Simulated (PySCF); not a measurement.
Input

```
{"job": {"kind": "nmr", "xc": "PBE0", "basis": "pcSseg-1"}, "charge": 0, "multiplicity": 1}
C     -3.069637     1.118071    -0.718274
C     -2.621693    -0.215362    -0.119230
C     -1.136286    -0.255313     0.036214
C     -0.337486    -1.110231    -0.577865
C      1.155301    -1.137930    -0.441152
O      1.606642    -0.189751     0.482590
Si     3.080098     0.307380     0.897032
C      3.997467     0.980969    -0.595935
N      4.546565     1.377771    -1.519980
H     -2.752194     1.945613    -0.088032
H     -2.632842     1.252459    -1.705096
H     -4.152726     1.149987    -0.810161
H     -3.086940    -0.338047     0.862901
H     -2.951403    -1.037162    -0.757847
H     -0.710645     0.494573     0.688708
H     -0.729632    -1.870601    -1.240139
H      1.613114    -0.946453    -1.422711
H      1.475658    -2.139765    -0.120513
H      3.947341    -0.764018     1.394949
H      2.754152     1.388491     1.809492
```

Launched as:

```sh
OMP_NUM_THREADS=1 python probes_run.py task.json out
```

Geometry: GFN2-xTB.

Method: PBE0/pcSseg-1, SCF density, gas phase, non-relativistic in PySCF.

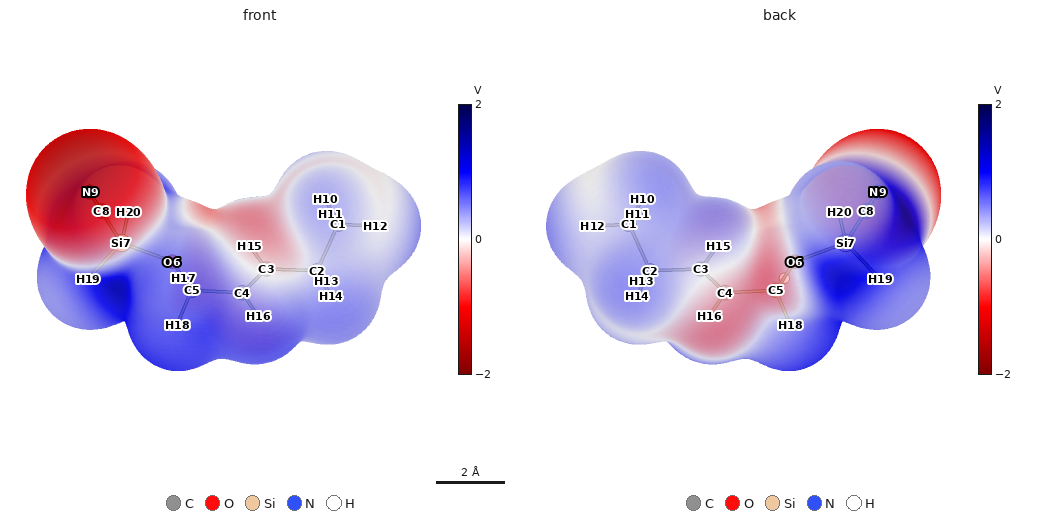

C6H11NOSi (SMILES CC/C=C/CO[SiH2]C#N). The electrostatic potential painted on the density surface at 0.001 e/bohr³, seen from the front and from behind; the colour scale runs from red (negative) to blue (positive).

**Describe the electrostatic potential map.**

The most negative region (about −1.5 V) lies over N9, the most positive (about +1.4 V) over Si7. N9 is the likeliest acceptor of a hydrogen bond.
